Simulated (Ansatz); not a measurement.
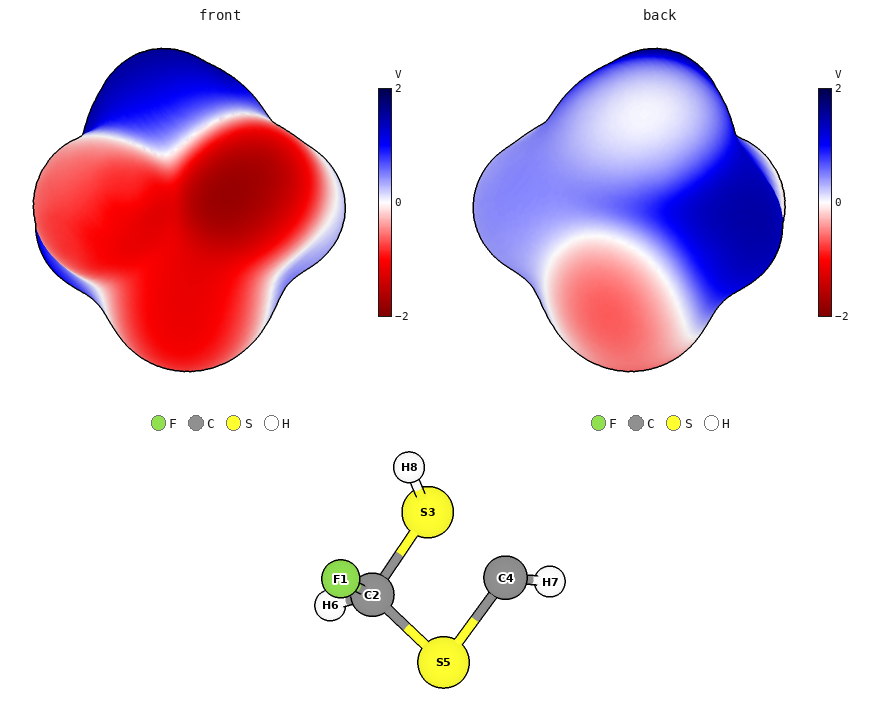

*C2H3FS2. The electrostatic potential painted on the density surface at 0.001 e/bohr³, seen from the front and from behind; red is negative and blue positive. The bare structure is drawn below in the same view.*

Level of theory: RKS PBE0/6-31G in Ansatz 0.2.0.

```yaml
atoms:
  - { symbol: F, position_ang: [-1.3960, -0.2280, 1.2113] }
  - { symbol: C, position_ang: [-0.5600, 0.7145, 0.5918] }
  - { symbol: S, position_ang: [1.2591, 0.2965, 1.0870] }
  - { symbol: C, position_ang: [0.9585, -0.8471, -0.7754] }
  - { symbol: S, position_ang: [-0.4286, 0.5625, -1.2293] }
  - { symbol: H, position_ang: [-0.8278, 1.7070, 0.9448] }
  - { symbol: H, position_ang: [1.8409, -0.4770, -1.3729] }
  - { symbol: H, position_ang: [0.9899, -0.7309, 1.9585] }
```

Describe the electrostatic potential map.

Answer. The most negative region (about −1.8 V) lies over C4, the most positive (about +1.5 V) over S3, H6 and H8.
